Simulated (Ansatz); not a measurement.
**H2O2 (hydrogen peroxide) at r2SCAN/def2-TZVPP**

What is the energy change on altering one bond length of H2O2 (hydrogen peroxide) at r2SCAN/def2-TZVPP? 

The results are computed with Ansatz 0.2.0.

38 further runs of the same task are left out: 38 set aside as unsound or not needed.

### Step 1. The structure to begin with

H2O2: 4 atoms, total charge 0, spin state singlet. As SMILES, `OO`. Geometry: relaxed at PBE0-D4/def2-TZVP.

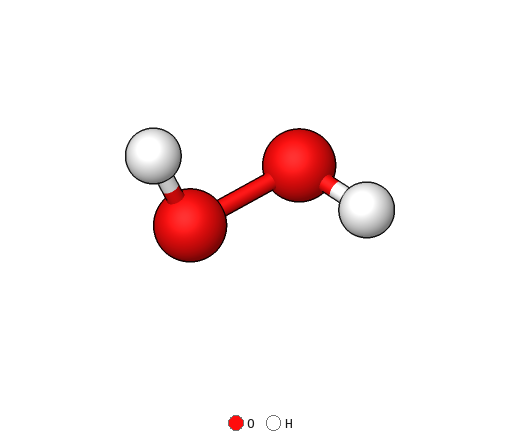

The structure, seen from a chosen angle (oxygen red, hydrogen white).

### Step 2. A single-point energy at r2SCAN/def2-TZVPP

molecule.yaml reads:

```yaml
crystal:
  periodic: [false, false, false]
  atoms:
    - {symbol: O, position_ang: [-0.486800, -0.581100, 0.030600]}
    - {symbol: O, position_ang: [0.048300, 0.728400, 0.206900]}
    - {symbol: H, position_ang: [0.186400, -1.117000, 0.467400]}
    - {symbol: H, position_ang: [0.252100, 0.969800, -0.704900]}
basis:
  gaussian: {orbitals: def2-TZVPP}
hamiltonian: {xc: {name: r2SCAN}}
accuracy: high
output: {orbitals: {seedname: orbitals}}
```

Run with:

```sh
ansatz run molecule.yaml --threads 1 --pin off --max-ram 3480MiB --events-out events.jsonl --progress --plain --runs-dir runs
```

The program printed:

```text
Warning: RAYON_NUM_THREADS=1 ignored (pool sized by the plan → 1); use --threads N
Functional definition: r2SCAN
  name "r2SCAN"
  parameter k0 = 0.174
  parameter k1 = 0.065
  parameter a1 = 4.9479
  exchange = r2scan_x(k0 = k0, k1 = k1, a1 = a1)
  correlation = r2scan_c
1537 factors; integrals over basis functions are off by at most 3.6e-9 eV
mean field evaluation 1: about -4120.8445 eV, gradient 4.2e1 eV
mean field evaluation 2: about -4118.1016 eV, gradient 5.8e1 eV
mean field evaluation 4: about -4123.6955 eV, gradient 5.7e-1 eV
mean field evaluation 8: about -4123.6938 eV, gradient 1.1e-2 eV
mean field evaluation 16: about -4123.6938 eV, gradient 1.7e-7 eV
mean field -4123.69376204 eV, -151.5429506149 hartree, gradient 2.4e-8 eV, S^2 0.000000; 0 other end points of the search recorded, 0 dependent functions left out
reference -4123.69376254 eV, -151.5429506334 hartree; 9, 9 occupied and 81, 81 virtual orbitals, 1537 factors
Total energy: -4123.69376254 eV, -151.5429506334 hartree
```

Wall time 4.2 s (1 thread of Arm Neoverse V2, shared host); peak memory 0.19 GiB.

### Step 3. The distorted shape at the same level

in.yaml reads:

```yaml
crystal:
  periodic: [false, false, false]
  atoms:
    - symbol: O
      position_ang: [-1.025388, -0.152357, -0.318858]
    - symbol: O
      position_ang: [-0.490288, 1.157143, -0.142558]
    - symbol: H
      position_ang: [0.186400, -1.117000, 0.467400]
    - symbol: H
      position_ang: [-0.286488, 1.398543, -1.054358]
basis:
  gaussian: {orbitals: def2-TZVPP}
total_charge: 0
magnetization: {spin_polarized: false, initial_magnetization: 0}
hamiltonian: {xc: {name: r2SCAN}}
accuracy: high
output: {orbitals: {seedname: orbitals}}
```

Run with:

```sh
ansatz run in.yaml --threads 1 --pin off --max-ram 3480MiB --events-out events.jsonl --progress --plain --runs-dir runs
```

The program printed, cut to the lines that bear on the results:

```text
Warning: RAYON_NUM_THREADS=1 ignored (pool sized by the plan → 1); use --threads N
[... 7 set-up lines as earlier in the session ...]
1514 factors; integrals over basis functions are off by at most 3.6e-9 eV
mean field evaluation 1: about -4114.9101 eV, gradient 4.8e1 eV
mean field evaluation 2: about -4090.4230 eV, gradient 1.0e2 eV
mean field evaluation 4: about -4119.6993 eV, gradient 1.9e1 eV
mean field evaluation 8: about -4120.2772 eV, gradient 7.5e-1 eV
mean field evaluation 16: about -4120.2792 eV, gradient 1.7e-5 eV
mean field -4120.27918695 eV, -151.4174672949 hartree, gradient 9.1e-8 eV, S^2 0.000000; 0 other end points of the search recorded, 0 dependent functions left out
reference -4120.27918753 eV, -151.4174673161 hartree; 9, 9 occupied and 81, 81 virtual orbitals, 1514 factors
Total energy: -4120.27918753 eV, -151.4174673161 hartree
```

Wall time 4.5 s (1 thread of Arm Neoverse V2, shared host); peak memory 0.19 GiB.

### Step 4. Outcome

At r2SCAN/def2-TZVPP:

| quantity | value |
| --- | --- |
| first shape: total energy | -151.54295 Eh |
| first shape: HOMO energy | -6.62 eV |
| first shape: LUMO energy | -0.23 eV |
| first shape: HOMO–LUMO gap | 6.38 eV |
| distorted shape: total energy | -151.41747 Eh |
| distorted shape: HOMO energy | -6.61 eV |
| distorted shape: LUMO energy | -4.39 eV |
| distorted shape: HOMO–LUMO gap | 2.22 eV |
| energy change with the O1–H3 bond stretched from 0.965 to 1.737 Å | 3.415 eV |

What this shows: One bond (distorted shape) is far stretched, which a spin-restricted single reference describes badly; a broken-symmetry solution may lie lower. With the O1–H3 bond stretched from 0.965 to 1.737 Å the energy rises by 3.41 eV (329 kJ/mol). The first shape isn't relaxed at this level, so the change isn't measured from a minimum. A restricted reference can't describe the breaking bond well at this length.
